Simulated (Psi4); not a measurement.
**GeH3Br (SMILES [GeH3][Br]): DSD-PBEP86/aug-cc-pVDZ (density fitting for correlation)**

Aim: the vertical ionisation energy of GeH3Br at DSD-PBEP86/aug-cc-pVDZ (density fitting for correlation), from 2 runs. 

The results are computed with Psi4 1.11.

3 further runs of the same task are left out: 3 set aside as unsound or not needed.

### 1 Starting point

GeH3Br has 5 atoms, charge 0, and is taken as a singlet. As SMILES, `[GeH3][Br]`. Geometry: relaxed at PBE0-D4/def2-TZVP.

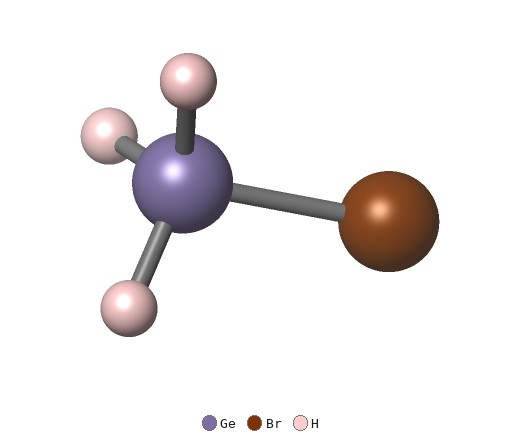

The structure, seen from a chosen angle (germanium purple, bromine brown, hydrogen pink).

### 2 The energy at DSD-PBEP86/aug-cc-pVDZ (density fitting for correlation)

calc.in

```
memory 1.6 GB

molecule {
  Ge     0.139040     0.013690    -0.129150
  Br    -1.548450    -0.152490     1.438270
  H      0.128210     1.452190    -0.655100
  H     -0.172230    -0.995930    -1.238090
  H      1.453450    -0.317450     0.584070
  units angstrom
  symmetry c1
}

set globals {
  reference            rks
  puream               true
  e_convergence        1e-09
  d_convergence        1e-08
  scf_type             pk
  dft_radial_points    99
  dft_spherical_points 590
  num_frozen_docc      18
}

e_tot, wfn = energy('dsd-pbep86/aug-cc-pVDZ', return_wfn=True)
print_variables()
```

Launch:

```sh
$ psi4 -n 1 calc.in calc.out
```

calc.out:

```text
[...]
  Running in c1 symmetry.
[...]
  Nuclear repulsion =  308.239791612824945
[...]
  Multiplicity = 1
[...]
  Nalpha       = 35
  Nbeta        = 35
[...]
    Number of basis functions: 99
[...]
   @RKS iter   1: -4650.27813143137155   -4.81496e+00   1.28061e-02 ADIIS/DIIS
[...]
   @RKS iter  10: -4650.99252334082666    1.39153e-10   6.41337e-09 DIIS
[...]
    Orbital Energies [Eh]
    ---------------------
    Doubly Occupied:
       1A   -487.551846     2A   -403.056514     3A    -64.264171
       4A    -57.773324     5A    -57.771901     6A    -57.771901
       7A    -51.404117     8A    -45.637321     9A    -45.636147
      10A    -45.636147    11A     -9.456225    12A     -7.140886
      13A     -7.133570    14A     -7.133570    15A     -6.915989
      16A     -4.959361    17A     -4.955363    18A     -4.955363
      19A     -3.005934    20A     -3.003247    21A     -3.003247
      22A     -2.996106    23A     -2.996106    24A     -1.547614
      25A     -1.544869    26A     -1.544869    27A     -1.540407
      28A     -1.540407    29A     -0.931482    30A     -0.686685
      31A     -0.467862    32A     -0.467859    33A     -0.441410
      34A     -0.374863    35A     -0.374863
[...]
  @RKS Final Energy: -4650.99252334082666
   => Energetics <=
    Nuclear Repulsion Energy =            308.2397916128249449
    One-Electron Energy =               -7093.2069750475002365
    Two-Electron Energy =                2182.5325635547646925
    DFT Exchange-Correlation Energy =     -48.5579034609159450
    Empirical Dispersion Energy =           0.0000000000000000
    VV10 Nonlocal Energy =                  0.0000000000000000
    Total Energy =                      -4650.9925233408266649
[...]
 Multipole Moments:
 ------------------------------------------------------------------------------------
     Multipole            Electronic (a.u.)      Nuclear  (a.u.)        Total (a.u.)
 ------------------------------------------------------------------------------------
 L = 1.  Multiply by 2.5417464519 to convert [e a0] to [Debye]
 Dipole X            :         -1.8301013            2.4397590            0.6096576
 Dipole Y            :         -0.1802539            0.2402820            0.0600281
 Dipole Z            :          1.6998359           -2.2661274           -0.5662916
 Magnitude           :                                                    0.8342493
[...]
```

Run time: 19 s. Hardware: 1 thread of AMD EPYC 9R45 (Zen 5), shared host; peak memory 0.98 GiB.

### 3 The doublet cation

brgeh3.xyz

```xyz
5
BrGeH3
Ge     0.139040     0.013690    -0.129150
Br    -1.548450    -0.152490     1.438270
H      0.128210     1.452190    -0.655100
H     -0.172230    -0.995930    -1.238090
H      1.453450    -0.317450     0.584070
```

run_ase.py

```python
import numpy as np
from ase.calculators.psi4 import Psi4
from ase.io import read

a = read('brgeh3.xyz')
calc = Psi4(atoms=a, method='dsd-pbep86', basis='aug-cc-pVDZ', memory='1600MB', num_threads=1, charge=1, multiplicity=2, label='brgeh3', reference='uks')
calc.psi4.set_options({'puream': True, 'e_convergence': 1e-09, 'd_convergence': 1e-08, 'scf_type': 'pk', 'dft_radial_points': 99, 'dft_spherical_points': 590, 'num_frozen_docc': 18, 'maxiter': 100})
a.calc = calc

print(f'energy: {a.get_potential_energy():.6f} eV')
```

Launch:

```sh
$ python run_ase.py
```

brgeh3.dat:

```text
[...]
  Running in c1 symmetry.
[...]
  Nuclear repulsion =  308.239791612824945
[...]
  Multiplicity = 2
[...]
  Nalpha       = 35
  Nbeta        = 34
[...]
    Number of basis functions: 99
[...]
   @UKS iter   1: -4649.96275032567701   -4.49958e+00   1.23816e-02 ADIIS/DIIS
[...]
   @UKS iter  13: -4650.61278351349847   -1.81899e-11   8.63088e-09 DIIS
[...]
   @S^2 Observed:                7.567932237E-01
[...]
    Orbital Energies [Eh]
    ---------------------
    Alpha Occupied:
       1A   -487.892613     2A   -403.267813     3A    -64.602887
       4A    -58.116612     5A    -58.110289     6A    -58.109017
       7A    -51.616209     8A    -45.849783     9A    -45.847900
      10A    -45.847698    11A     -9.796586    12A     -7.490520
      13A     -7.473126    14A     -7.466451    15A     -7.127956
      16A     -5.173235    17A     -5.166306    18A     -5.165584
      19A     -3.350264    20A     -3.347877    21A     -3.341478
      22A     -3.330480    23A     -3.329958    24A     -1.762085
      25A     -1.757695    26A     -1.756863    27A     -1.750158
      28A     -1.750157    29A     -1.269978    30A     -0.907990
      31A     -0.755229    32A     -0.718706    33A     -0.704299
      34A     -0.652762    35A     -0.634735
[...]
  @UKS Final Energy: -4650.61278351349847
   => Energetics <=
    Nuclear Repulsion Energy =            308.2397916128249449
    One-Electron Energy =               -7074.2368397682166687
    Two-Electron Energy =                2163.8511813926506875
    DFT Exchange-Correlation Energy =     -48.4669167507573206
    Empirical Dispersion Energy =           0.0000000000000000
    VV10 Nonlocal Energy =                  0.0000000000000000
    Total Energy =                      -4650.6127835134984707
[...]
 Multipole Moments:
 ------------------------------------------------------------------------------------
     Multipole            Electronic (a.u.)      Nuclear  (a.u.)        Total (a.u.)
 ------------------------------------------------------------------------------------
 L = 1.  Multiply by 2.5417464519 to convert [e a0] to [Debye]
 Dipole X            :         -2.3471867            2.4397590            0.0925723
 Dipole Y            :         -0.2016763            0.2402820            0.0386057
 Dipole Z            :          2.2215000           -2.2661274           -0.0446274
 Magnitude           :                                                    0.1097800
[...]
```

On the terminal:

```text
energy: -126553.103593 eV
```

It took 26 s on 1 thread of AMD EPYC 9R45 (Zen 5), shared host; peak memory 1 GiB.

### 4 Results

At DSD-PBEP86/aug-cc-pVDZ (density fitting for correlation), 18 core orbitals frozen:

```
                                                                quantity           value
                                            singlet GeH3Br: total energy  -4651.13604 Eh
                       singlet GeH3Br: HOMO energy (SCF part's orbitals)       -10.20 eV
                       singlet GeH3Br: LUMO energy (SCF part's orbitals)         0.40 eV
                     singlet GeH3Br: HOMO–LUMO gap (SCF part's orbitals)        10.60 eV
                                            doublet cation: total energy  -4650.74081 Eh
doublet cation: HOMO energy (SCF part's orbitals) (highest over α and β)       -17.03 eV
 doublet cation: LUMO energy (SCF part's orbitals) (lowest over α and β)       -10.49 eV
                                                    doublet cation: ⟨S²⟩           0.757
                      vertical ionisation energy (to the doublet cation)       10.755 eV
```

What this shows: Removing an electron at fixed nuclei costs 10.75 eV (248 kcal/mol). −ε(HOMO) before ionisation, 10.20 eV, is 0.55 eV below this ionisation energy.
